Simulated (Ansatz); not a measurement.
**[NO2]+ (SMILES O=[N+]=O) at 6 levels**

We compute a comparison of 6 runs (BHLYP/STO-3G, SVWN5/STO-3G, UB3LYP/STO-3G, r2SCAN/STO-3G, wB97X/STO-3G, MP2/STO-3G) of [NO2]+. 

The calculation is run with Ansatz 0.2.0.

9 further runs of the same task are left out: 8 that didn't finish, 1 set aside as unsound or not needed.

## (1) The structure to begin with

[NO2]+ has 3 atoms, charge +1, and is taken as a singlet. As SMILES, `O=[N+]=O`. The N2–O1 distance was set to 2.727 Å, away from the relaxed value. At this shape a bond of the SMILES string is far longer than usual.

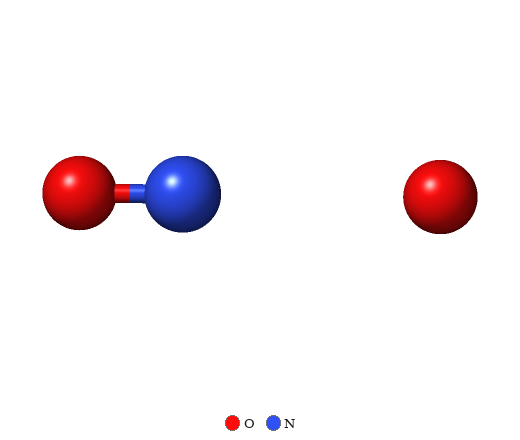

Viewed from a chosen angle; oxygen red, nitrogen blue.

## (2) A single-point energy at BHLYP/STO-3G (run 1)

The input, in.yaml:

```yaml
crystal:
  periodic: [false, false, false]
  atoms:
    - {symbol: O, position_ang: [-1.408001, 2.278016, -0.515006]}
    - {symbol: N, position_ang: [-0.000010, -0.000010, -0.000000]}
    - {symbol: O, position_ang: [0.563210, -0.911180, 0.206000]}
basis:
  gaussian: {orbitals: STO-3G}
total_charge: 1
hamiltonian: {xc: {name: BHLYP}}
accuracy: high
```

The run is started by

```sh
$ ansatz run in.yaml --threads 1 --pin off --max-ram 2610MiB --events-out events.jsonl --progress --plain --runs-dir runs
```

Standard output:

```text
Warning: RAYON_NUM_THREADS=1 ignored (pool sized by the plan → 1); use --threads N
Functional definition: BHLYP
  name "BHLYP"
  parameter a = 0.5
  exchange = (1 - a)*b88_x + a*exact_x
  correlation = lyp_c
229 factors; integrals over basis functions are off by at most 3.3e-8 eV
mean field evaluation 1: about -5486.4726 eV, gradient 8.7e0 eV
mean field evaluation 2: about -5306.3098 eV, gradient 4.9e1 eV
mean field evaluation 4: about -5486.6964 eV, gradient 1.2e0 eV
mean field evaluation 8: about -5486.9401 eV, gradient 9.3e-1 eV
mean field evaluation 16: about -5486.9465 eV, gradient 1.1e-8 eV
mean field evaluation 32: about -5486.9465 eV, gradient 2.7e-4 eV
mean field evaluation 64: about -5486.9465 eV, gradient 4.8e-6 eV
mean field evaluation 96: about -5486.9032 eV, gradient 4.2e-1 eV
mean field evaluation 128: about -5486.5530 eV, gradient 5.5e0 eV
mean field -5486.94647527 eV, -201.6415637803 hartree, gradient 1.2e-8 eV, S^2 0.000000; 14 other end points of the search recorded, 0 dependent functions left out
reference -5486.94648756 eV, -201.6415642318 hartree; 11, 11 occupied and 4, 4 virtual orbitals, 229 factors
Total energy: -5486.94648756 eV, -201.6415642318 hartree
```

Wall time 9.6 s (1 thread of Arm Neoverse V2, shared host).

## (3) The energy at SVWN5/STO-3G (run 2)

The input, job.yaml:

```yaml
basis:
  gaussian: {orbitals: STO-3G}
crystal:
  periodic: [false, false, false]
  atoms:
    - {symbol: O, position_ang: [-1.408001, 2.278016, -0.515006]}
    - {symbol: "N", position_ang: [-0.000010, -0.000010, -0.000000]}
    - {symbol: O, position_ang: [0.563210, -0.911180, 0.206000]}
accuracy: high
hamiltonian: {xc: {name: SVWN5}}
total_charge: 1
```

The run is started by

```sh
$ ansatz run job.yaml --threads 1 --pin off --max-ram 2610MiB --events-out events.jsonl --progress --plain --runs-dir runs
```

Standard output:

```text
Warning: RAYON_NUM_THREADS=1 ignored (pool sized by the plan → 1); use --threads N
Functional definition: SVWN5
  name "SVWN5"
  exchange = slater_x
  correlation = vwn5_c
229 factors; integrals over basis functions are off by at most 3.3e-8 eV
mean field evaluation 1: about -5445.5305 eV, gradient 9.0e0 eV
mean field evaluation 2: about -5260.5509 eV, gradient 2.8e1 eV
mean field evaluation 4: about -5372.7700 eV, gradient 6.8e1 eV
mean field evaluation 8: about -5444.9741 eV, gradient 2.5e1 eV
mean field evaluation 16: about -5447.3935 eV, gradient 1.7e-1 eV
mean field evaluation 32: about -5408.2788 eV, gradient 7.6e1 eV
mean field evaluation 64: about -5407.6664 eV, gradient 1.6e1 eV
mean field evaluation 96: about -5444.8249 eV, gradient 2.4e1 eV
mean field -5447.41000969 eV, -200.1886254691 hartree, gradient 2.6e-8 eV, S^2 0.000000; 8 other end points of the search recorded, 0 dependent functions left out
reference -5447.41001054 eV, -200.1886255002 hartree; 11, 11 occupied and 4, 4 virtual orbitals, 229 factors
Total energy: -5447.41001054 eV, -200.1886255002 hartree
```

Run time: 1.1 s. Hardware: 1 thread of Arm Neoverse V2, shared host.

Runs 3 to 5 aren't shown in full; the table further down has their settings and results.

## (4) The energy at MP2/STO-3G (run 6)

The input, run.yaml:

```yaml
crystal:
  periodic: [false, false, false]
  atoms:
    - {symbol: O, position_ang: [-1.408001, 2.278016, -0.515006]}
    - {symbol: N, position_ang: [-0.000010, -0.000010, -0.000000]}
    - {symbol: O, position_ang: [0.563210, -0.911180, 0.206000]}
basis:
  gaussian: {orbitals: STO-3G}
total_charge: 1
correlation: {method: mp2, frozen_orbitals: {"N": 1, O: 1}}
accuracy: high
```

The run is started by

```sh
$ ansatz run run.yaml --threads 1 --pin off --max-ram 2610MiB --events-out events.jsonl --progress --plain --runs-dir runs
```

Standard output (excerpt; [...] marks lines left out):

```text
Warning: RAYON_NUM_THREADS=1 ignored (pool sized by the plan → 1); use --threads N
Functional definition: HF
  name "HF"
[...]
229 factors; integrals over basis functions are off by at most 3.3e-8 eV
[...]
mean field -5465.70421241 eV, -200.8609250186 hartree, gradient 5.3e-8 eV, S^2 0.000000; 9 other end points of the search recorded, 0 dependent functions left out; unrestricted orbitals would lower it
[...]
unrestricted determinant -5468.28445402 eV, -200.9557471490 hartree, S^2 1.0125
3 core orbitals not correlated: weight in the atoms' cores, before any rotation towards them, 1.000 or more for the frozen orbitals, at most 0.000 for the correlated occupied ones
reference -5465.70421241 eV, -200.8609250186 hartree; 8, 8 occupied and 4, 4 virtual orbitals, 229 factors
second order -5.26285978 eV of doubles, -0.00000000 eV of singles
Total energy: -5470.96707219 eV, -201.0543315483 hartree
```

Run time: 0.18 s. Hardware: 1 thread of Arm Neoverse V2, shared host.

## (5) All runs side by side

```csv
run,level,frozen core orbitals,energy (Eh),wall time
1,BHLYP/STO-3G,–,-201.641564,9.6 s
2,SVWN5/STO-3G,–,-200.188626,1.1 s
3,UB3LYP/STO-3G,–,-201.810703,48 s
4,r2SCAN/STO-3G,–,-201.671181,10 s
5,wB97X/STO-3G,–,-201.702276,18 s
6,MP2/STO-3G,3,-201.054332,0.18 s
```

## (6) Summary of results

```
                                          quantity          value
                               run 6: total energy  -201.05433 Eh
run 6: correlation energy (3 core orbitals frozen)     -193.4 mEh
```

Totals of different functionals can't be ranked against each other. In run 6 the log says that unrestricted orbitals would lower the reference, so the values rest on an unstable closed-shell determinant (other closed-shell runs at this shape may share the fault). In runs 1, 2, 3, 4, 5, 6 the basis is minimal, so the values are rough. Spin contamination of the reference: run 3 ⟨S²⟩ = 1.32. Where it is this large, the reference is a mixture of spin states, and values that rest on it are in doubt. All runs together took 88 s, the longest 48 s.
